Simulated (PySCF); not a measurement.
System: C$_{3}$H$_{6}$OSi (SMILES O[SiH2]C1C=C1).

The calculation's input:

```
{"job": {"kind": "nmr", "xc": "PBE0", "basis": "pcSseg-1"}, "charge": 0, "multiplicity": 1}
O      1.981332     0.654295     1.053627
Si     1.146598     0.120989    -0.238673
C     -0.610166     0.021984     0.423626
C     -1.602448    -0.985157    -0.113437
C     -1.808809     0.239024    -0.473132
H      2.921051     0.803683     1.010562
H      1.274874     1.065108    -1.354892
H      1.658039    -1.183749    -0.674216
H     -0.728547     0.308934     1.469527
H     -1.861616    -2.014553    -0.126270
H     -2.364884     0.972114    -1.002685
```

Run with:

```sh
OMP_NUM_THREADS=1 python probes_run.py task.json out
```

Geometry: GFN2-xTB.

All numbers below come from PBE0/pcSseg-1, SCF density, gas phase, non-relativistic in PySCF.

Predict the electron density and electron localisation function between the atoms.

C–C (1.29 Å): ρ at the midpoint is about 2.3 e/Å³; the ELF peaks at about 0.85 between the atoms; a short, multiple covalent bond.
C–H (1.06 Å): the density is about 2.1 e/Å³ at the midpoint; the ELF climbs to about 1 towards the hydrogen, as it does in any bond to H: an ordinary covalent bond to hydrogen.

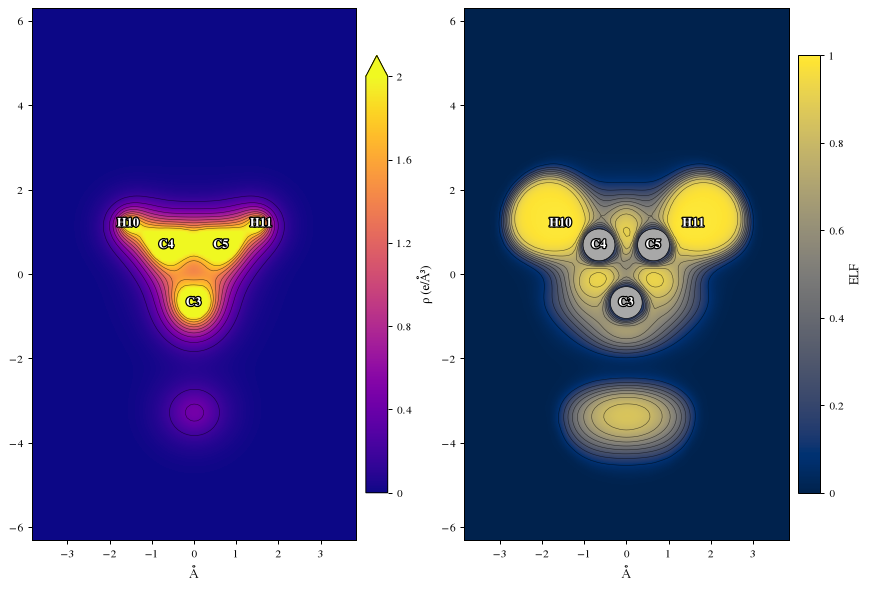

Computed electron density and electron localisation function on the plane of atoms C3, C5 and H11, in this order. Grey discs cover the atomic cores in the ELF map. 
